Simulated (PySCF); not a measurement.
```tsv
atom	x (Å)	y (Å)	z (Å)
F	1.0405	0.5971	-1.6375
C	1.3559	0.2107	-0.4103
C	2.6760	0.2279	-0.0627
F	3.6467	0.5558	-0.8505
F	3.0796	-0.1248	1.1259
C	0.2538	-0.1605	0.4906
C	-0.4794	1.0767	1.1089
N	-1.7009	0.9489	1.0071
C	-2.1994	-0.1979	0.3656
C	-0.9249	-0.8843	-0.2104
H	0.6469	-0.7124	1.3525
H	0.0338	1.8899	1.5910
H	-2.7195	-0.8222	1.0986
H	-2.9199	0.0866	-0.4041
H	-0.8918	-0.7278	-1.2886
H	-0.9050	-1.9548	-0.0201
```

Geometry: GFN2-xTB.

All numbers below come from UKS B3LYP, pcH-1 on C F H N, non-relativistic, mean-field spin-orbit, GIAO in PySCF.

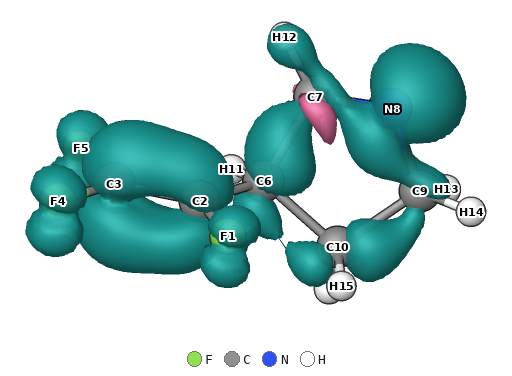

C6H6F3N (SMILES F[C]([C+](F)F)[C@H]1C=NCC1) (charge +1, doublet). Isosurfaces of the spin density at +0.02 (teal) and −0.02 e/Å³ (pink), seen at a tilt.

Which atoms carry the spin?

The unpaired spin (1 electron) lies mostly on N8 (about 0.3), C3 (about 0.2) and C2 (about 0.1), in electrons by Hirshfeld's partition.
